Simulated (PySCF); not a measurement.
## Electronic structure of C3H5ClN2Si (SMILES [SiH3]n1cncc1Cl) in real space

```json
{"atom": "Si", "x (Å)": "1.0913", "y (Å)": "2.7394", "z (Å)": "-0.0796"}
{"atom": "N", "x (Å)": "-0.6804", "y (Å)": "2.5707", "z (Å)": "-0.2296"}
{"atom": "C", "x (Å)": "-1.4447", "y (Å)": "1.4386", "z (Å)": "-0.0620"}
{"atom": "N", "x (Å)": "-2.7196", "y (Å)": "1.6582", "z (Å)": "-0.2327"}
{"atom": "C", "x (Å)": "-2.8375", "y (Å)": "2.9885", "z (Å)": "-0.5279"}
{"atom": "C", "x (Å)": "-1.5922", "y (Å)": "3.5615", "z (Å)": "-0.5289"}
{"atom": "Cl", "x (Å)": "-1.0751", "y (Å)": "5.1650", "z (Å)": "-0.8220"}
{"atom": "H", "x (Å)": "1.6646", "y (Å)": "3.1845", "z (Å)": "-1.3769"}
{"atom": "H", "x (Å)": "1.5560", "y (Å)": "1.3709", "z (Å)": "0.2718"}
{"atom": "H", "x (Å)": "1.4113", "y (Å)": "3.7096", "z (Å)": "1.0001"}
{"atom": "H", "x (Å)": "-0.9930", "y (Å)": "0.4776", "z (Å)": "0.1867"}
{"atom": "H", "x (Å)": "-3.7938", "y (Å)": "3.4700", "z (Å)": "-0.7232"}
```

Geometry: PBE0-D3(BJ)/def2-SVP.

Level of theory: CAM-B3LYP/def2-SVPD, SCF density, gas phase in PySCF 2.14.0.

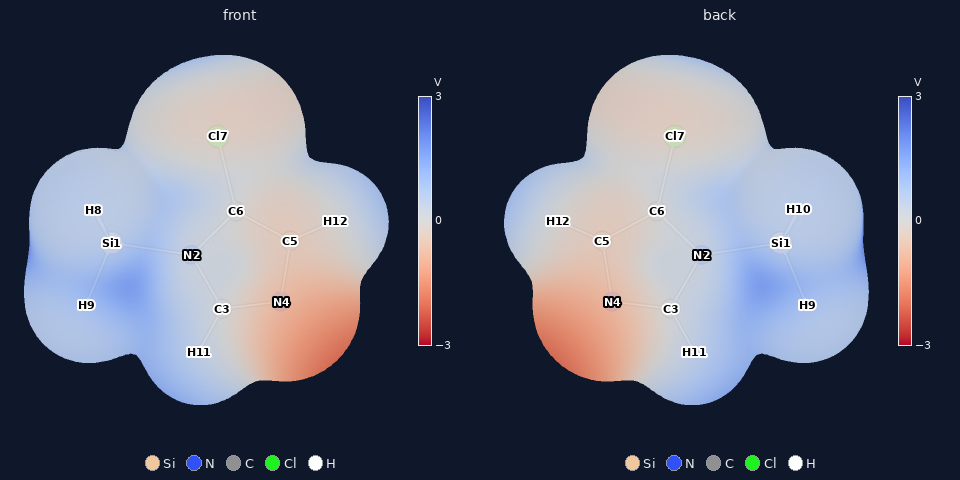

Figure 1. The electrostatic potential painted on the density surface at 0.002 e/bohr³, seen from the front and from behind; the colour scale runs from red (negative) to blue (positive).

Describe the electrostatic potential map.

The most negative region (about −2.0 V) lies over N4, the most positive (about +2.0 V) over Si1. Cl7 shows a σ-hole: about +0.8 V at the tip opposite its bond, against about 0.0 V on its flanks. N4 is the likeliest acceptor of a hydrogen bond.

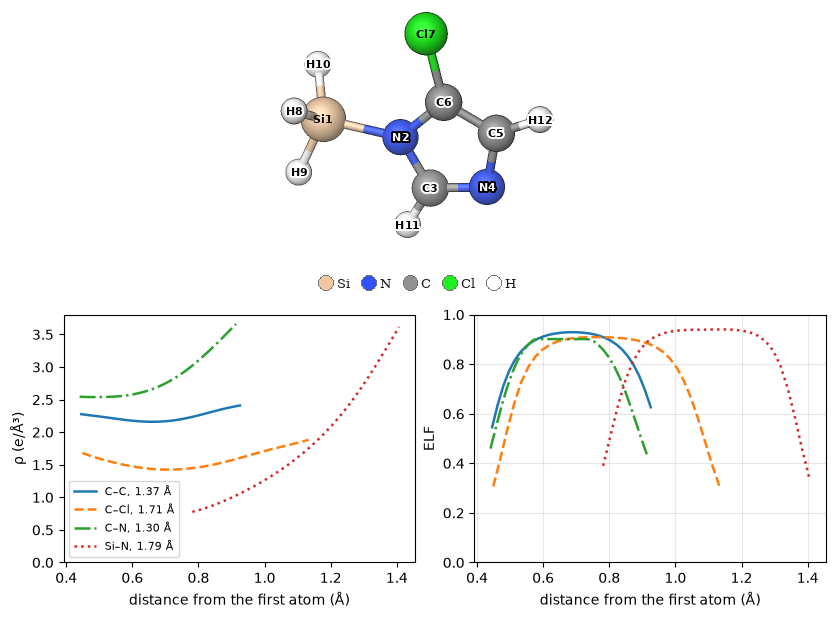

Figure 2. Electron density and electron localisation function along straight lines between neighbouring atoms. The curves leave out the atomic cores. The structure is drawn too.

What kind of bonding do the profiles show?

C–C (1.37 Å): ρ at the midpoint is about 2.2 e/Å³; the ELF peaks at about 0.95 between the atoms, as expected for a covalent bond.
C–Cl (1.71 Å): ρ is about 1.5 e/Å³ halfway; the ELF peaks at about 0.90 between the atoms; a shared electron pair.
C–N (1.30 Å): the density is about 2.6 e/Å³ at the midpoint; the ELF peaks at about 0.90 between the atoms; a covalent bond.
Si–N (1.79 Å): the density is about 0.98 e/Å³ at the midpoint; the ELF peaks at about 0.95 between the atoms: a polar covalent bond.
